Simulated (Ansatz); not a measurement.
# Lattice dynamics of CaCu3 (built on the sites of a database entry of MgAg3), part 2 of 2

How does CaCu3 (built on the sites of a database entry of MgAg3) vibrate, and is this structure a minimum?

Ansatz 0.2.0; DFT LDA, scalar-relativistic, plane waves, PAW.

So far. Step 4 (Tight relaxation): The forces vanish by symmetry and the pressure is -0.008 GPa, within the tolerances set. The cell now holds 14.95 Å³/atom. Step 5 (Zone-centre response): Before it was imposed, the acoustic sum rule was missed by 9.9e-5 eV/Å². Small misses are needed for a sound result but don't prove that mesh and cutoff are converged. The lowest optical mode is imaginary, 48.5i cm⁻¹, so the energy falls along it. The relaxed cell has a = 3.911 Å (conventional setting).

The structure was built from a prototype and need not be the compound's stable phase.

### 6. Phonons on a q mesh

Stability and thermal properties need the whole zone. Linear response on a 4×4×4 q mesh gives force constants as far as a supercell of that size would.

input.yaml

```yaml
crystal:
  lattice:
    - [3.9107714151, 0.0, 0.0]
    - [0.0, 3.9107714151, 0.0]
    - [0.0, 0.0, 3.9107714151]
  atoms:
    - { symbol: Ca, position: [0.0, 0.0, 0.0] }
    - { symbol: Cu, position: [0.0, 0.5, 0.5] }
    - { symbol: Cu, position: [0.5, 0.0, 0.5] }
    - { symbol: Cu, position: [0.5, 0.5, 0.0] }
kpoints:
  mp_grid: { grid: [12, 12, 12] }
hamiltonian:
  xc: lda
scf:
  occupations: { method: methfessel_paxton, width: 0.2 }
output:
  eigenvalues: true
phonons:
  method: dfpt
  qmesh: [4, 4, 4]
  temperatures: { t_max: 1000, t_step: 50 }
  qpath:
    path:
      - [[0.0, 0.0, 0.0], [0.0, 0.5, 0.0], [0.5, 0.5, 0.0], [0.0, 0.0, 0.0], [0.5, 0.5, 0.5], [0.0, 0.5, 0.0]]
      - [[0.5, 0.5, 0.5], [0.5, 0.5, 0.0]]
    npoints: 10
```

Command:

```sh
ansatz run input.yaml --threads 8 --pin off --max-ram 14336MiB --backend cpu --events-out ev --progress --plain --runs-dir out
```

Numbers of over 12 decimals in the logs are rounded to 6 here.

The program printed:

```text
[...]
Crystal: 4 atoms, lattice volume = 59.812 Å³
Basis set: ecut = 420 eV, 1189 PW (Γ), exchange–correlation on 54×54×54 points (8 copies of the dense FFT grid, shifted against one another)
Bands: 41, of which v1, the nominal top of the filled ones, is band 34 counted from 1 (33 counted from 0)
Symmetry: 48 space group operations
k-points: 84 of 1728
[...]
SCF iter   1: F=—  HF=-21438.934436 eV  |F-HF|=—  |Δ(HF+E_count)|=         —  Δρ=1.66e-2  dr2=7.47e-2  ethr=1.77e-3  ⟨swp⟩=7.8  Hψ=14656  notcnv=0
[...]
SCF iter  10: F=-21438.912795 eV  HF=-21438.912795 eV  |F-HF|=3.64e-12  |Δ(HF+E_count)|=  6.18e-11  S|Δr|=    0.00e0  Δρ=9.91e-8  dr2=7.28e-12  ethr=1.00e-12  ⟨swp⟩=8.0  Hψ=18072  notcnv=0
SCF 1 converged in 10 iterations: F = -21438.912795 eV  dr2 = 7.28e-12
[...]
phonons: the bands overlap, so this run is a metal and interpolates without the dipole-dipole term. If the crystal is really an insulator or semiconductor, its LO-TO splitting is missing
NSCF: frozen V_eff on 84 k-points
[...]
DFPT response loops at q = (0, 0, 0) (fractional): preconditioner auto → Kerker (q_TF=auto, 2.780 Å⁻¹) (partly filled bands, converged f_vac=0.000); β = 1.00, the filter's whole step (`scf.mixing.beta` (0.50) is not read by the response loops under this deck's `scf.mixing.preconditioner`; to damp them name `kerker` or `kerker_dos`, under which they read `scf.mixing.beta`, and type it under 1.00, their step now; both keys bind the ground state too); Broyden in place of MSR1
[...]
SCF converged after 10 iterations
[...]
Free energy (F): -21438.912795 eV
[...]
Internal energy: -21438.914077 eV  (E = F + TS)
E sigma→0 (E₀):  -21438.913115 eV
Entropy (-TS):   0.001282 eV (0.321 meV/atom)
Fermi energy:    13.398445 eV
[...]
--- Band table (eV; the first three rows and the last of 84) ---
  k-point 0: bands = [... 30 lower, 11.2781, 11.2781, 15.1574, 15.1574, 15.2525, 15.2525, 15.2525, 18.5838, ... 3 higher]
  k-point 1: bands = [... 30 lower, 11.2244, 11.2782, 14.2316, 15.1621, 15.2628, 15.2628, 16.0162, 18.5761, ... 3 higher]
  k-point 2: bands = [... 30 lower, 11.0787, 11.2783, 13.1799, 15.1761, 15.2690, 15.2690, 16.6610, 18.5682, ... 3 higher]
  k-point 83: bands = [... 30 lower, 11.1308, 12.2854, 13.6107, 13.6107, 13.6107, 13.7234, 13.7234, 13.7234, ... 3 higher]
--- Phonons (Γ-DFPT): 3 representative perturbations + reference (Σ response iterations 11) ---
  ASR residual: 9.507e-5 → 0.000e0 eV/Å²; symmetrization residual: 7.700e-6 eV/Å²
  ASR residual per site (eV/Å²): 9.51e-5 5.38e-5 5.38e-5 5.38e-5
[...]
--- Phonons (arbitrary-q DFPT): 10 irreducible q on the 4×4×4 mesh ---
  q = [0.0000, 0.0000, 0.0000] (star 1, of the zone-centre solve; hermiticity 2.16e-6, symmetrization 3.21e-12): -48.49 -48.49 -48.49 -0.00 0.00 0.00 143.74 143.74 143.74 258.06 258.06 258.06
  q = [0.0000, 0.0000, 0.2500] (star 6, 7 solved perturbations in 3612 linear systems a pass and spin channel, the states on 588 of 1728 k-point pairs; hermiticity 1.97e-6, symmetrization 2.10e-12): -50.68 -50.68 -37.57 46.30 46.30 89.95 140.64 141.27 141.27 252.28 252.28 256.10
[...]
q = [0.0000, 0.2500, -0.5000] (star 12, 12 solved perturbations on 588 of 1728 k-point pairs; hermiticity 1.22e-6, symmetrization 1.61e-13): -53.13 -49.78 41.11 80.01 102.07 111.48 131.96 134.72 142.77 229.55 253.26 258.50
[...]
sum rule: each row above includes the acoustic sum rule's correction from the zone centre's row sums; it moved no ω² by more than (0.80 cm⁻¹)²
  mesh force constants: q→R imaginary residual 2.25e-18; ASR residual 9.507e-5 → 0.000e0 eV/Å²; symmetrization residual 4.441e-15 eV/Å²
  interpolated dispersion: 62 rows × 12 modes
  density of states and harmonic sums: on the 16×16×16 q-mesh, interpolated from the force constants of a 4×4×4 supercell (no non-analytic term)
  largest difference from the sums on the solved wave vectors: F 5.18e-2 eV, S 6.52e-5 and C_V 1.38e-5 eV/K
  zero-point energy: 0.088500 eV/cell   skipped modes (ω ≤ 0): 412, of them read as no rigid motion or as one in doubt: 409 (2.358e0 modes/cell left out, lowest -62.93 cm⁻¹)   left out of the sums: 1.97e-1 of the cell's modes: C_V's classical limit lies that fraction below 3 k_B per atom; for a crystal, a wire or a layer, F and S can be off by more, and a phonons.interpolated_qmesh denser along its periods is the remedy for the sampling
```

Wall time 45 min (8 threads of Arm Neoverse N1, shared host); peak memory 8.3 GiB.

This step gave:

```
sum-rule residual before enforcement                    : 9.51e-5 eV/Å²
lowest frequency on the path                            : -62.93 cm⁻¹
highest frequency on the path or at a solved wavevector : 267.7 cm⁻¹
lowest mode on the q mesh (acoustic modes at Γ apart)   : -62.93 cm⁻¹
```

Frequencies (cm⁻¹) solved at each irreducible wavevector; negative means imaginary. Frequencies by wavevector, by row:

```tsv
q in reciprocal lattice units	star	mode 1	mode 2	mode 3	mode 4	mode 10	mode 11	mode 12
0 0 0	1	-48.5	-48.5	-48.5	0	258.1	258.1	258.1
0 0 0.25	6	-50.7	-50.7	-37.6	46.3	252.3	252.3	256.1
0 0 -0.5	3	-48	-48	11.9	75.3	244.6	244.6	250.7
0 0.25 0.25	12	-56.1	-50.5	15.2	52.9	242.1	246.1	261.1
0 0.25 -0.5	12	-53.1	-49.8	41.1	80	229.6	253.3	258.5
0 -0.5 -0.5	3	-52	-43.1	52.9	80.7	212.3	264.1	264.1
0.25 0.25 0.25	8	-48.8	-48.8	31.8	40.4	231.5	259.9	259.9
0.25 0.25 -0.5	12	-49.2	-45.4	25.8	44.3	243.1	258.9	262.3
0.25 -0.5 -0.5	6	-45.5	-44.4	26.4	26.4	250.3	266.8	266.8
-0.5 -0.5 -0.5	1	-62.9	-62.9	-62.9	-58	267.7	267.7	267.7
```

Interpolated from a 4×4×4 q mesh. Phonon branches along the path, in cm⁻¹:

```tsv
point	branch 1	branch 2	branch 3	branch 4	branch 9	branch 10	branch 11	branch 12
Γ	-48	-48	-48	0	144	258	258	258
X	-48	-48	12	75	140	245	245	251
M	-52	-43	53	81	150	212	264	264
Γ	-48	-48	-48	0	144	258	258	258
R	-63	-63	-63	-58	150	268	268	268
X	-48	-48	12	75	140	245	245	251
jump to R	-63	-63	-63	-58	150	268	268	268
M	-52	-43	53	81	150	212	264	264
```

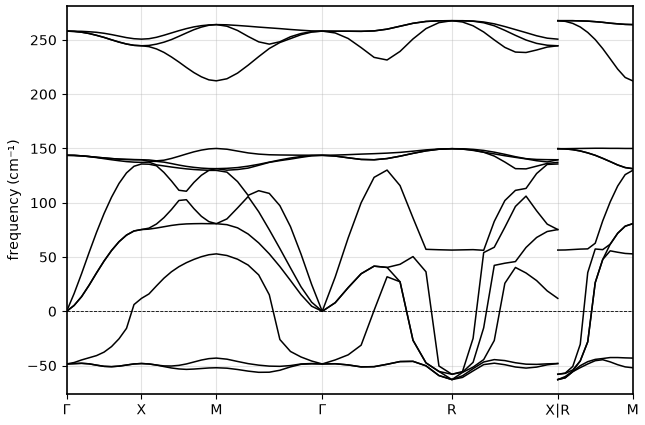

Phonon branches along the path.

The phonon density of states has structure finer than the step of the table below, so its rows give means over 20 cm⁻¹, whole bins alone (the curve runs from -62.5 to 268 cm⁻¹). Peaks (cm⁻¹: height): -52.5: 0.199, 42.5: 0.0521, 142.5: 0.203, 262.5: 0.132.

Tetrahedra on a 16×16×16 mesh, mean over bins of 5 cm-1. Interpolated from a 4×4×4 q mesh. The phonon density of states by wavenumber; means over each step:

```tsv
wavenumber (cm⁻¹)	phonon density of states (1/cm⁻¹/cell)
-40	0.0578
-20	0.00643
0	0.00590
20	0.0154
40	0.0424
60	0.0425
80	0.0290
100	0.0187
120	0.0351
140	0.139
160	0.00699
180	0
200	2.3e-5
220	0.00769
240	0.0476
```

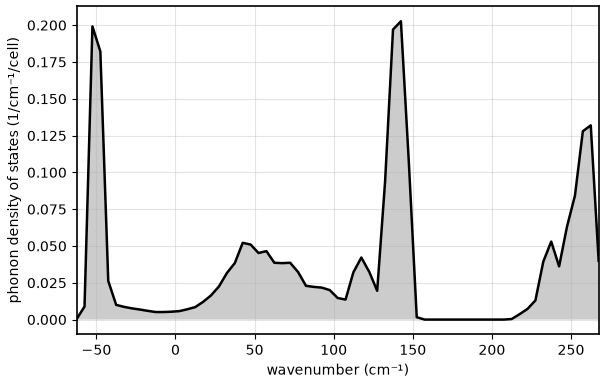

Phonon density of states, plotted against wavenumber.

The partial phonon density of states has structure finer than the step of the table below, so its rows give means over 25 cm⁻¹, whole bins alone (the curve runs from -71.3 to 286 cm⁻¹). Peaks (cm⁻¹: height): Ca 261.0: 0.107; Cu -51.1: 0.203, 45.5: 0.0477, 139.8: 0.210, 261.0: 0.0276.

Phonopy on the run's constants, 15x15x15 mesh, Gaussian sigma 2.5 cm-1. Interpolated from a 4×4×4 q mesh. Partial phonon density of states against wavenumber; means over each step; values in 1/cm⁻¹/cell:

```tsv
wavenumber (cm⁻¹)	Ca	Cu
-50	9.7e-4	0.0839
-25	7.1e-4	0.00713
0	4.4e-4	0.00417
25	0.00216	0.0183
50	0.00670	0.0415
75	0.00621	0.0254
100	0.00290	0.0170
125	0.00177	0.0566
150	8.0e-5	0.0839
175	0	0
200	9.3e-5	2.5e-6
225	0.0158	0.00216
250	0.0649	0.0151
```

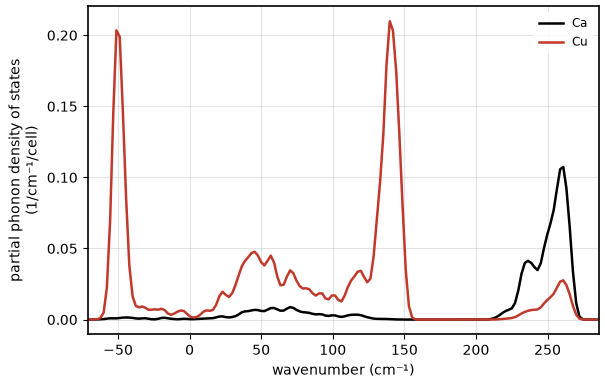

Partial phonon density of states, plotted against wavenumber.

Symmetry leaves 10 wavevectors to solve. The lowest mode among them, the acoustic zeros apart, lies at q = (-0.5, -0.5, -0.5) and is imaginary, 62.9i cm⁻¹, so the energy falls along it.

### 7. Finite displacements in a supercell

Finite displacements in a 2×2×2 supercell give force constants from forces alone. They are exact at the wavevectors that the supercell holds, where they check the linear-response result.

input.yaml: that of step 6 with these lines changed.

```diff
@@ -19,4 +19,4 @@
 phonons:
-  method: dfpt
-  qmesh: [4, 4, 4]
+  method: fd
+  supercell: [2, 2, 2]
   temperatures: { t_max: 1000, t_step: 50 }
```

The program printed:

```text
[...]
Crystal: 32 atoms, lattice volume = 478.495 Å³
Basis set: ecut = 420 eV, 9315 PW (Γ)
Bands: 308, of which v1, the nominal top of the filled ones, is band 268 counted from 1 (267 counted from 0)
Symmetry: 384 space group operations
k-points: 20 of 216
[...]
SCF iter   1: F=—  HF=-171511.302356 eV  |F-HF|=—  |Δ(HF+E_count)|=         —  Δρ=1.02e-7  dr2=6.07e-11  ethr=1.00e-12  ⟨swp⟩=3.0  Hψ=15932  notcnv=0
[...]
SCF iter   2: F=-171511.302356 eV  HF=-171511.302356 eV  |F-HF|=1.46e-10  |Δ(HF+E_count)|=    0.00e0  S|Δr|=    0.00e0  Δρ=6.95e-8  dr2=3.23e-11  ethr=1.00e-12  ⟨swp⟩=3.0  Hψ=15449  notcnv=0
SCF 1 converged in 2 iterations: F = -171511.302356 eV  dr2 = 3.23e-11
[...]
Symmetry: 6 space group operations
k-points: 32 of 216 (time reversal used)
[...]
SCF iter  10: F=-171511.302332 eV  HF=-171511.302332 eV  |F-HF|=1.16e-10  |Δ(HF+E_count)|=  1.16e-10  S|Δr|=    0.00e0  Δρ=2.01e-8  dr2=3.97e-12  ethr=1.00e-12  ⟨swp⟩=4.6  Hψ=36362  notcnv=0
SCF 2 converged in 10 iterations: F = -171511.302332 eV  dr2 = 3.97e-12
[...]
Symmetry: 2 space group operations
k-points: 68 of 216 (time reversal used)
[...]
SCF iter   9: F=-171511.302347 eV  HF=-171511.302347 eV  |F-HF|=5.82e-11  |Δ(HF+E_count)|=    0.00e0  S|Δr|=    0.00e0  Δρ=2.24e-8  dr2=3.36e-12  ethr=1.00e-12  ⟨swp⟩=4.8  Hψ=81331  notcnv=0
SCF 3 converged in 9 iterations: F = -171511.302347 eV  dr2 = 3.36e-12
[...]
SCF converged after 2 iterations
[...]
Free energy (F): -171511.302356 eV
[...]
Internal energy: -171511.312615 eV  (E = F + TS)
E sigma→0 (E₀):  -171511.304921 eV
Entropy (-TS):   0.010260 eV (0.321 meV/atom)
Fermi energy:    13.398445 eV
[...]
--- Band table (eV; the first three rows and the last of 20) ---
  k-point 0: bands = [... 264 lower, 12.6160, 12.6160, 12.6160, 12.6160, 13.6107, 13.6107, 13.6107, 13.7234, ... 36 higher]
  k-point 1: bands = [... 264 lower, 12.7225, 12.7225, 13.0574, 13.0574, 13.2719, 13.2719, 13.5634, 14.0933, ... 36 higher]
  k-point 2: bands = [... 264 lower, 12.9874, 12.9874, 13.0481, 13.0481, 13.1715, 13.1799, 13.7619, 13.7619, ... 36 higher]
  k-point 19: bands = [... 264 lower, 13.2879, 13.2879, 13.2879, 13.2879, 13.2879, 13.2879, 13.2879, 13.2879, ... 36 higher]
--- Phonons: 2 displaced members + reference (amplitude 0.0025 Å, Σ member SCF iterations 19) ---
  symmetry images taken by strict's conditions (phonons.symmetry_images: auto; settled by no image being taken that strict refuses)
  ASR residual: 5.369e-4 → 0.000e0 eV/Å²; symmetrization residual: 1.132e-4 eV/Å²
  largest component of a force at the reference: 2.8e-28 eV/Å
  ASR residual per site (eV/Å²): 3.59e-4 5.37e-4 5.37e-4 5.37e-4
[...]
```

It took 10 min on 8 threads; peak memory 11 GiB; 81 min of CPU time.

Numbers from this step:

```yaml
atoms_in_the_supercell: 32
sum_rule_residual_before_enforcement: 5.37e-4 eV/Å²
lowest_optical_zone_centre_mode: -48.51 cm⁻¹
```

Interpolated from a 2×2×2 supercell, rough between the solved points. Phonon branches along the path, in cm⁻¹:

(Unchanged from step 6.)

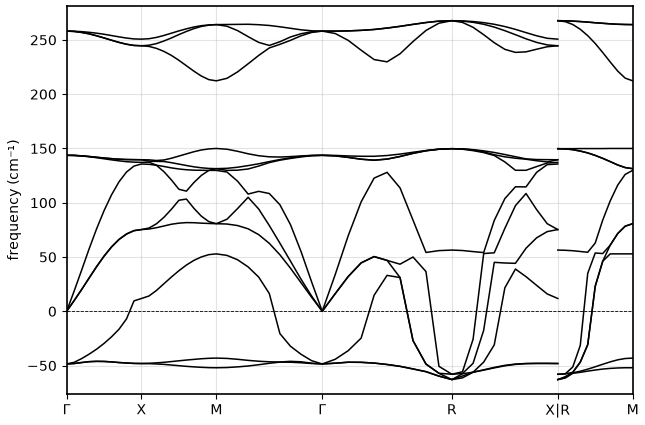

Phonon branches along the path.

The phonon density of states has structure finer than the step of the table below, so its rows give means over 20 cm⁻¹, whole bins alone (the curve runs from -62.5 to 268 cm⁻¹). Peaks (cm⁻¹: height): -47.5: 0.284, 52.5: 0.0520, 142.5: 0.216, 262.5: 0.165.

Tetrahedra on a 16×16×16 mesh, mean over bins of 5 cm-1. Interpolated from a 2×2×2 supercell, rough between the solved points. Phonon density of states against wavenumber; means over each step:

```tsv
wavenumber (cm⁻¹)	phonon density of states (1/cm⁻¹/cell)
-40	0.0673
-20	0.00687
0	0.00623
20	0.0156
40	0.0378
60	0.0435
80	0.0315
100	0.0195
120	0.0371
140	0.139
160	0.00575
180	0
200	2.1e-5
220	0.00801
240	0.0480
```

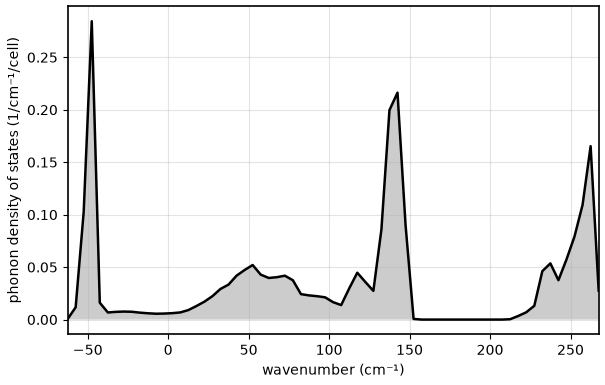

Phonon density of states against wavenumber.

At Γ the two methods differ by at most 0.0 cm⁻¹.

### 8. Results

```yaml
space_group_after_relaxation_within_0p01_a: Pm-3m
volume_per_atom: 15.0 Å³
electronic_character: no gap on this mesh
highest_optical_mode_at_the_zone_centre_no_lo_to_term: 258 cm⁻¹
lowest_optical_zone_centre_mode: -48.5 cm⁻¹
lowest_mode_on_the_q_mesh_acoustic_modes_at_gamma_apart: -62.9 cm⁻¹
highest_frequency_on_the_path_or_at_a_solved_wavevector: 268 cm⁻¹
imaginary_modes_on_the_4x4x4_q_mesh: yes
```

What this shows: Modes are clearly imaginary (beyond 10i cm⁻¹) at 10 of the 10 irreducible wavevectors, most at q = (-0.5, -0.5, -0.5) (62.9i cm⁻¹), so this structure is not a minimum of the energy. The optical modes at Γ span -48 to 258 cm⁻¹ (negative means imaginary). The highest mode in this list at Γ, 258.1 cm⁻¹, is mostly motion of Ca (73 % of the kinetic energy). Finite displacements and linear response differ by 0.0 cm⁻¹ in the highest zone-centre mode. With no gap, or one that is small against the smearing, the frequencies hang on the k mesh and the smearing, most of all near Kohn anomalies. The phonon runs are without spin polarisation, although the cell has an odd electron count. The starting cell was built on a prototype and not taken from a measurement, so the phase need not exist. These are harmonic frequencies at zero temperature: anharmonic shifts, linewidths and thermal expansion are left out.

[Logs are printed without paths, hosts, clocks, repeated set-up lines and the standing remarks that a program may print on its own settings, such as how far it seeks lower states.]

[Hosts, paths, dates, database ids (printed as entryN), source tags and the programs' standing remarks are cut or masked in the printed files.]
